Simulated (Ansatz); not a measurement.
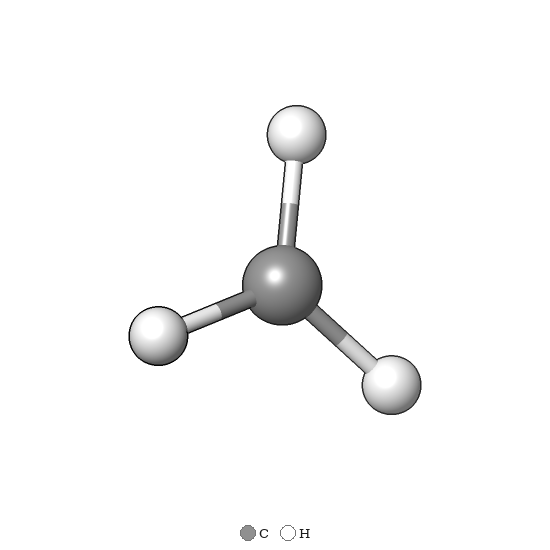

Rendered structure (ball-and-stick style). Every bond is drawn as one stick, whatever its order.

Charge 0, doublet. Computed geometry: PBE0-D4/def2-TZVP optimisation.

Identify the structure.

The molecule is CH3. The point group is D3h. It is an open-shell species. All atoms lie on one plane. Coordination: 1 C trigonal planar.

More results for the same structure follow; atom numbers are the same in all pictures, views and colours differ.

## Electronic properties

Level of theory: UKS PBE0-D4/def2-TZVP (Ansatz 0.2.0).

**What is the ⟨S²⟩ of the determinant?**

0.755.

**What is the harmonic zero-point energy?**

78.2 kJ/mol.

## Thermal motion

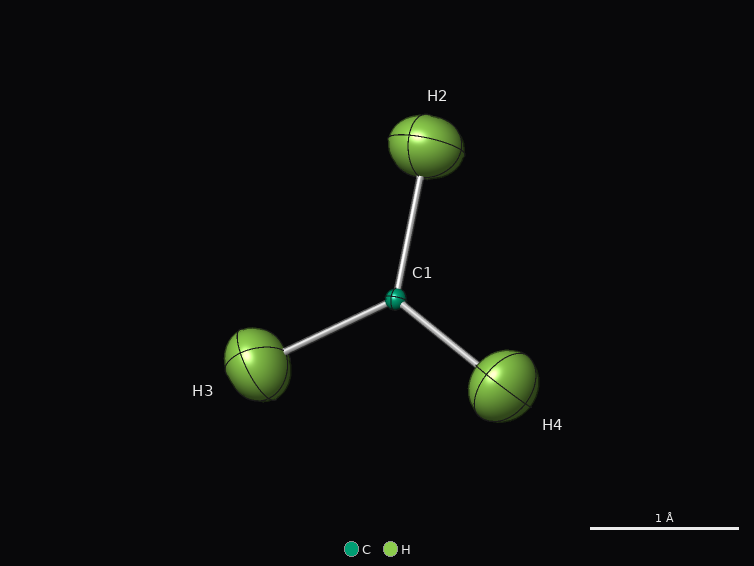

Displacement ellipsoids at the 50 % level, enlarged 2 times, from the internal vibrations of the free molecule (harmonic, no overall translation or rotation; no half-axis is drawn under 0.075 Å). Vibrations computed with UKS PBE0-D4/def2-TZVP (Ansatz 0.2.0). Temperature: 100 K.

**Which atom moves most?**

H2, H3, H4, with U_eq = 0.0068 Å².

**Does H3 move more along its bond or across it?**

Across it: the root-mean-square amplitude is 0.070 Å along the bond and up to 0.092 Å across, since bending and torsion are softer than stretching.

List U_eq and the three principal root-mean-square amplitudes for each kind of atom.

```tsv
atom	U_eq (Å²)	rms amplitudes (Å)
C1	0.00027	0.012, 0.012, 0.023
H2, H3, H4	0.0068	0.070, 0.085, 0.092
```

## Charges

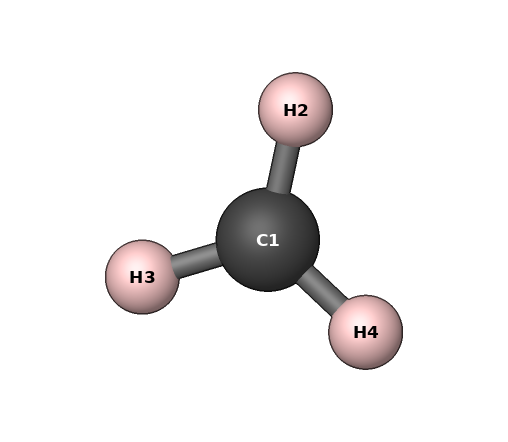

The questions are on Mulliken charges. Properties computed with UKS PBE0-D4/def2-TZVP (Ansatz 0.2.0).

Give the Mulliken charges atom by atom.

```json
{"atom": "C1", "value (e)": "−0.42"}
{"atom": "H2", "value (e)": "0.14"}
{"atom": "H3", "value (e)": "0.14"}
{"atom": "H4", "value (e)": "0.14"}
```

Mulliken values depend strongly on the basis set and can even reverse the polarity of a bond.
